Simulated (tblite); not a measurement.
Run report: C₂H₇NSi₂, geometry relaxation

- system: C₂H₇NSi₂, SMILES N#CC([SiH3])[SiH3]
- method: GFN2-xTB geometry optimisation, gas phase (tblite 0.8.0)

It belongs to a series of runs on one base structure; here: constitutional isomer.

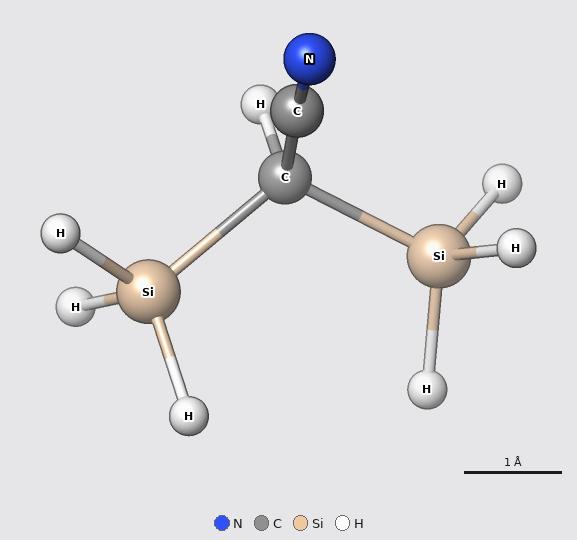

*The input geometry (ball-and-stick view, seen at a tilt).*

Input
```
{"job": {"kind": "relax", "xc": "GFN2-xTB", "basis": "xTB"}, "charge": 0, "multiplicity": 1}
N     -0.093900     2.318500    -1.585100
C     -0.069000     1.255000    -1.147800
C      0.006900    -0.120400    -0.580700
Si    -1.519400    -0.355400     0.455100
Si     1.580100    -0.302600     0.371400
H     -0.022800    -0.822700    -1.422800
H     -1.341200     0.158200     1.832600
H     -2.028200    -1.719400     0.428900
H     -2.554600     0.495900    -0.165000
H      2.499700    -1.121900    -0.390600
H      2.128800     1.066000     0.476600
H      1.414800    -0.852200     1.701300
```

The first line tells a small driver script what to run in tblite; the rest is the geometry in Å.

Launched with:
```bash
OMP_NUM_THREADS=1 python <driver script> task.json out
```

The program's output
```
step      E/eV     max force
  0    -385.78237    2.479
  1    -385.92271    0.825
  2    -385.94522    1.910
  3    -385.95089    1.967
  4    -385.97601    0.431
  5    -385.98860    0.323
  6    -386.00327    0.562
  7    -386.00832    0.358
  8    -386.01300    0.160
  9    -386.01700    0.309
 10    -386.02038    0.340
 11    -386.02222    0.193
 12    -386.02344    0.095
 13    -386.02482    0.182
 14    -386.02660    0.246
 15    -386.02845    0.191
 16    -386.02986    0.092
 17    -386.03070    0.072
 18    -386.03122    0.090
 19    -386.03166    0.067
 20    -386.03220    0.067
 21    -386.03298    0.093
 22    -386.03393    0.110
 23    -386.03464    0.081
 24    -386.03502    0.063
 25    -386.03536    0.070
 26    -386.03586    0.136
 27    -386.03663    0.182
 28    -386.03758    0.165
 29    -386.03837    0.087
 30    -386.03889    0.078
 31    -386.03928    0.117
 32    -386.03973    0.132
 33    -386.04028    0.106
 34    -386.04082    0.071
 35    -386.04139    0.106
 36    -386.04219    0.174
 37    -386.04337    0.213
 38    -386.04486    0.166
 39    -386.04640    0.124
 40    -386.04805    0.131
 41    -386.05055    0.276
 42    -386.05532    0.389
 43    -386.06327    0.412
 44    -386.06775    0.266
 45    -386.04926    0.523
 46    -386.07075    0.104
 47    -386.07160    0.106
 48    -386.07327    0.143
 49    -386.07416    0.096
 50    -386.07721    0.095
 51    -386.07800    0.106
 52    -386.07918    0.085
 53    -386.07986    0.082
 54    -386.08085    0.107
 55    -386.08190    0.115
 56    -386.08314    0.108
 57    -386.08423    0.078
 58    -386.08497    0.090
 59    -386.08520    0.112
 60    -386.08592    0.081
 61    -386.08660    0.061
 62    -386.08828    0.089
 63    -386.08946    0.135
 64    -386.09031    0.100
 65    -386.09187    0.052
 66    -386.09216    0.051
 67    -386.09238    0.062
 68    -386.09269    0.050
 69    -386.09316    0.059
 70    -386.09386    0.059
 71    -386.09417    0.042
 72    -386.09439    0.047
 73    -386.09467    0.042
 74    -386.09509    0.061
 75    -386.09563    0.068
 76    -386.09616    0.067
 77    -386.09658    0.054
 78    -386.09691    0.049
 79    -386.09733    0.056
 80    -386.09817    0.074
 81    -386.09917    0.074
 82    -386.09981    0.074
 83    -386.10018    0.073
 84    -386.10068    0.062
 85    -386.10113    0.047
 86    -386.10153    0.050
 87    -386.10207    0.057
 88    -386.10287    0.080
 89    -386.10347    0.089
 90    -386.10417    0.070
 91    -386.10460    0.055
 92    -386.10478    0.038
 93    -386.10495    0.038
 94    -386.10532    0.047
 95    -386.10570    0.051
 96    -386.10608    0.048
 97    -386.10641    0.041
 98    -386.10667    0.041
 99    -386.10679    0.027
100    -386.10685    0.026
101    -386.10692    0.025
102    -386.10702    0.041
103    -386.10720    0.055
104    -386.10741    0.084
105    -386.10758    0.033
106    -386.10769    0.079
107    -386.10776    0.020
108    -386.10781    0.015
109    -386.10783    0.044
110    -386.10784    0.016
111    -386.10785    0.005
```

Trajectory as extended XYZ (Å, eV, eV/Å), 9 of the 112 frames kept, from step=0 to step=111
```
12
Properties=species:S:1:pos:R:3:forces:R:3 step=0 energy=-385.78237
N    -0.0939    2.3185   -1.5851   -0.0390  -0.8490   0.3770
C    -0.0690    1.2550   -1.1478    0.2490  -0.9910   0.2150
C     0.0069   -0.1204   -0.5807   -0.5270   1.6280  -1.7940
Si   -1.5194   -0.3554    0.4551   -1.5220   0.5430   0.6830
Si    1.5801   -0.3026    0.3714    1.4820   0.6490   0.4810
H    -0.0228   -0.8227   -1.4228    0.0020   0.2110   0.0230
H    -1.3412    0.1582    1.8326    0.0690  -0.2210  -0.2870
H    -2.0282   -1.7194    0.4289    0.1870  -0.1710   0.0470
H    -2.5546    0.4959   -0.1650    0.0320  -0.1410   0.0910
H     2.4997   -1.1219   -0.3906    0.1870  -0.2350  -0.1480
H     2.1288    1.0660    0.4766    0.0040  -0.2630   0.1000
H     1.4148   -0.8522    1.7013   -0.1230  -0.1610   0.2110
12
Properties=species:S:1:pos:R:3:forces:R:3 step=14 energy=-386.02660
N    -0.0922    2.2769   -1.5845    0.0060   0.1280  -0.0580
C    -0.0519    1.2145   -1.1592    0.0030  -0.2460   0.0130
C    -0.0161   -0.0921   -0.5900    0.0520   0.1390  -0.0550
Si   -1.6171   -0.2996    0.4469    0.0190  -0.0220   0.0280
Si    1.6457   -0.2647    0.3653    0.0150  -0.0090   0.0460
H    -0.0349   -0.8178   -1.4081   -0.0080   0.0530   0.0060
H    -1.3458    0.1357    1.8112   -0.0100   0.0680   0.0860
H    -1.9613   -1.7179    0.4402   -0.0070  -0.0840  -0.0170
H    -2.6797    0.4984   -0.1510   -0.0700   0.0060  -0.0240
H     2.5385   -1.1319   -0.4040   -0.0030   0.0120  -0.0330
H     2.2257    1.0649    0.5333    0.0220  -0.0170   0.0080
H     1.3902   -0.8671    1.6738   -0.0170  -0.0280   0.0010
12
Properties=species:S:1:pos:R:3:forces:R:3 step=28 energy=-386.03758
N    -0.0694    2.2769   -1.6551   -0.0080  -0.0650   0.0640
C    -0.0473    1.2349   -1.1761    0.0300   0.1320  -0.0940
C    -0.0178   -0.0503   -0.5740    0.0270  -0.0760   0.0400
Si   -1.6170   -0.2942    0.4646   -0.0200   0.0200   0.0140
Si    1.6482   -0.2712    0.3723    0.0080  -0.0030  -0.0110
H    -0.0430   -0.7814   -1.3873   -0.0090  -0.0060  -0.0120
H    -1.3889    0.1925    1.8253   -0.0040   0.0100  -0.0220
H    -1.8922   -1.7330    0.4653    0.0130   0.0150   0.0250
H    -2.7228    0.4349   -0.1555    0.0180  -0.0280  -0.0010
H     2.5211   -1.1193   -0.4500   -0.0430   0.0630   0.0490
H     2.2606    1.0397    0.5919   -0.0320  -0.0690   0.0010
H     1.3697   -0.9300    1.6525    0.0190   0.0070  -0.0530
12
Properties=species:S:1:pos:R:3:forces:R:3 step=42 energy=-386.05532
N    -0.0022    2.3128   -1.6517   -0.0440   0.1490  -0.0310
C    -0.0267    1.2656   -1.1891    0.1040  -0.3580   0.1100
C    -0.0301   -0.0342   -0.6014   -0.0540   0.1710   0.0010
Si   -1.5978   -0.2450    0.4892   -0.0180  -0.0860  -0.0240
Si    1.6160   -0.3173    0.3619   -0.0780   0.0230  -0.0590
H    -0.1036   -0.7617   -1.4209    0.0520   0.0920   0.1160
H    -1.4595    0.4607    1.7651    0.0140   0.0200  -0.1070
H    -1.6762   -1.6909    0.7194   -0.0480   0.0190   0.0400
H    -2.7701    0.2141   -0.2558    0.0200   0.0120   0.0350
H     2.5234   -1.0031   -0.5508    0.1050  -0.0510  -0.0530
H     2.1904    0.9583    0.7805   -0.0510   0.0030   0.0070
H     1.3377   -1.1599    1.5276   -0.0010   0.0060  -0.0350
12
Properties=species:S:1:pos:R:3:forces:R:3 step=56 energy=-386.08314
N     0.0449    2.3380   -1.5724   -0.0180  -0.0420   0.0000
C     0.0023    1.2684   -1.1611    0.0230   0.0790  -0.0170
C    -0.0397   -0.0383   -0.6077    0.0190  -0.0320   0.0090
Si   -1.5959   -0.2063    0.4995   -0.0290  -0.0960   0.0410
Si    1.6046   -0.3809    0.3220    0.0830   0.0130   0.0300
H    -0.1165   -0.7448   -1.4379   -0.0500  -0.0430   0.0020
H    -1.5371    0.8113    1.5453   -0.0110  -0.0080   0.0030
H    -1.5629   -1.5603    1.0685    0.0050   0.0880  -0.0230
H    -2.8007   -0.0587   -0.3145   -0.0030   0.0390  -0.0310
H     2.6109   -0.8272   -0.6445   -0.0170   0.0320  -0.0060
H     2.0409    0.8469    0.9845   -0.0180  -0.0480   0.0100
H     1.3505   -1.4488    1.2922    0.0170   0.0190  -0.0180
12
Properties=species:S:1:pos:R:3:forces:R:3 step=69 energy=-386.09316
N     0.0571    2.3203   -1.5651    0.0130  -0.0240  -0.0140
C     0.0177    1.2519   -1.1508   -0.0010   0.0150   0.0020
C    -0.0385   -0.0514   -0.5870    0.0030  -0.0190  -0.0020
Si   -1.6057   -0.1612    0.5153   -0.0290   0.0000  -0.0360
Si    1.6224   -0.4226    0.3029   -0.0440   0.0130   0.0090
H    -0.1528   -0.7644   -1.4087    0.0130  -0.0170   0.0080
H    -1.6555    1.0024    1.3907    0.0060   0.0350   0.0470
H    -1.5175   -1.3982    1.2880    0.0090  -0.0420   0.0130
H    -2.7824   -0.2046   -0.3549    0.0110   0.0190  -0.0010
H     2.6542   -0.6144   -0.7145    0.0270   0.0090  -0.0210
H     1.9574    0.6936    1.1805   -0.0010   0.0180   0.0160
H     1.4447   -1.6519    1.0774   -0.0070  -0.0070  -0.0220
12
Properties=species:S:1:pos:R:3:forces:R:3 step=83 energy=-386.10018
N     0.0658    2.2414   -1.6664   -0.0060   0.0070  -0.0100
C     0.0136    1.1990   -1.1922   -0.0050  -0.0050  -0.0090
C    -0.0425   -0.0738   -0.5634   -0.0130  -0.0060  -0.0250
Si   -1.6178   -0.1576    0.5279    0.0150   0.0000   0.0230
Si    1.6309   -0.3853    0.3185    0.0020   0.0050  -0.0250
H    -0.1527   -0.8302   -1.3457    0.0090  -0.0010  -0.0350
H    -1.5806    0.8900    1.5451    0.0080   0.0120  -0.0270
H    -1.6325   -1.4776    1.1601    0.0010  -0.0110  -0.0130
H    -2.7728   -0.0038   -0.3575   -0.0140   0.0120   0.0340
H     2.6785   -0.5085   -0.6962   -0.0080  -0.0170  -0.0090
H     1.9274    0.7465    1.1890   -0.0150  -0.0050   0.0710
H     1.4838   -1.6408    1.0548    0.0250   0.0090   0.0250
12
Properties=species:S:1:pos:R:3:forces:R:3 step=97 energy=-386.10641
N     0.0578    2.1841   -1.7368   -0.0040  -0.0230   0.0000
C     0.0091    1.1527   -1.2381   -0.0110   0.0170  -0.0090
C    -0.0463   -0.1045   -0.5780    0.0100  -0.0060   0.0030
Si   -1.6100   -0.1466    0.5331    0.0190  -0.0020  -0.0360
Si    1.6222   -0.3712    0.3318   -0.0110   0.0270   0.0190
H    -0.1469   -0.8823   -1.3412   -0.0060   0.0180   0.0020
H    -1.4801    0.8688    1.5740   -0.0020  -0.0010   0.0190
H    -1.6870   -1.4929    1.1013    0.0050   0.0030   0.0170
H    -2.7822    0.1171   -0.3012   -0.0030  -0.0020   0.0040
H     2.6870   -0.3660   -0.6699    0.0280  -0.0090  -0.0030
H     1.8207    0.7099    1.2957   -0.0110  -0.0250  -0.0080
H     1.5569   -1.6698    1.0033   -0.0130   0.0030  -0.0080
12
Properties=species:S:1:pos:R:3:forces:R:3 step=111 energy=-386.10785
N     0.0571    2.1841   -1.7617   -0.0040  -0.0020   0.0010
C     0.0080    1.1584   -1.2520   -0.0010   0.0020  -0.0020
C    -0.0460   -0.0960   -0.5870    0.0000   0.0000   0.0020
Si   -1.5993   -0.1384    0.5379    0.0010   0.0010   0.0010
Si    1.6159   -0.3775    0.3291    0.0000  -0.0030   0.0000
H    -0.1535   -0.8730   -1.3496    0.0000   0.0000   0.0000
H    -1.4821    0.9036    1.5548   -0.0010   0.0020  -0.0010
H    -1.6434   -1.4661    1.1521    0.0020  -0.0010  -0.0010
H    -2.7859    0.0767   -0.2896   -0.0010   0.0020  -0.0010
H     2.7041   -0.3293   -0.6471    0.0010  -0.0010   0.0020
H     1.7849    0.6603    1.3429    0.0010   0.0020   0.0000
H     1.5414   -1.7034    0.9442    0.0010  -0.0010   0.0000
```

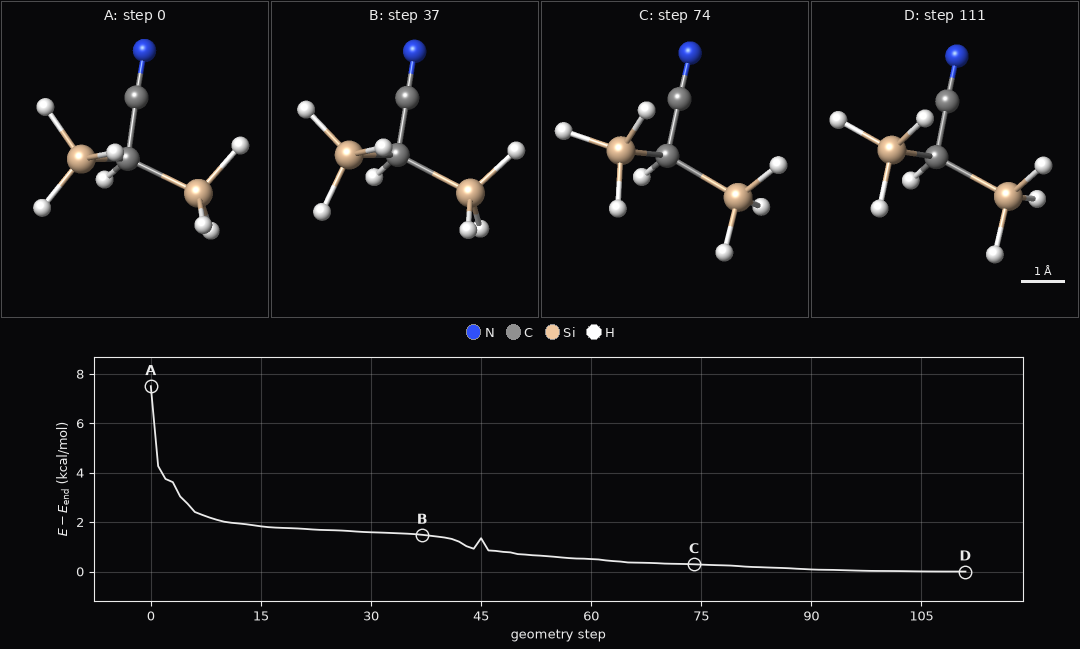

*Frames of the relaxation (ball-and-stick view, seen at a tilt) above the curves, on which the letters mark them (steps are counted from 0).*

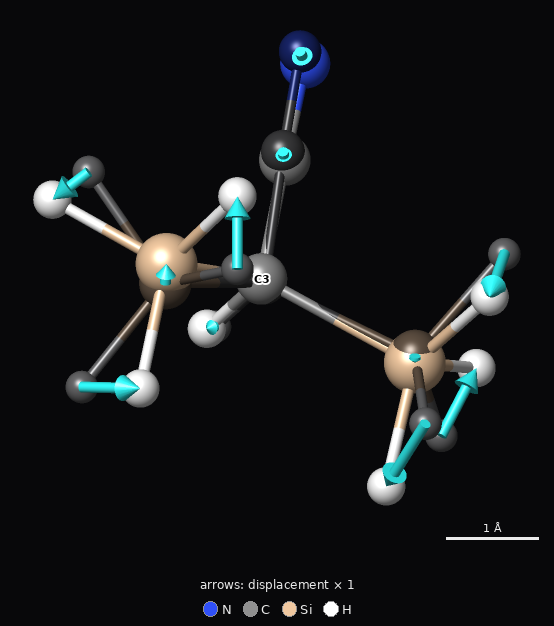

*Start (faint) and end (solid) with the displacements as teal arrows, at true length (ball-and-stick view, seen at a tilt). The two geometries are laid on each other by the best rigid fit.*

The atom that moves furthest after the best rigid fit is H12 (1.14 Å). Largest moves by element: H 1.14 Å, N 0.27 Å, Si 0.23 Å, C 0.16 Å. Distances before and after: C3–Si5 1.848 → 1.918 Å, C2–C3 1.490 → 1.421 Å, C3–Si4 1.859 → 1.918 Å, Si4–H7 1.481 → 1.461 Å. Among the angles that change: C3–Si5–H12 114.4° → 106.8°, C3–Si4–H8 113.3° → 106.9°, H7–Si4–H9 106.0° → 110.7°. Over 111 geometry steps the energy falls by 7.51 kcal/mol. The largest force component goes from 1.8 to 0.004 eV/Å. (Atoms are counted from 1 in the order of the input.)

Results in brief

| quantity | value |
| --- | --- |
| outcome | converged |
| total energy | −386.1078 eV |
| hardware | 1 CPU thread, shared host |
| peak memory | 0.18 GiB |
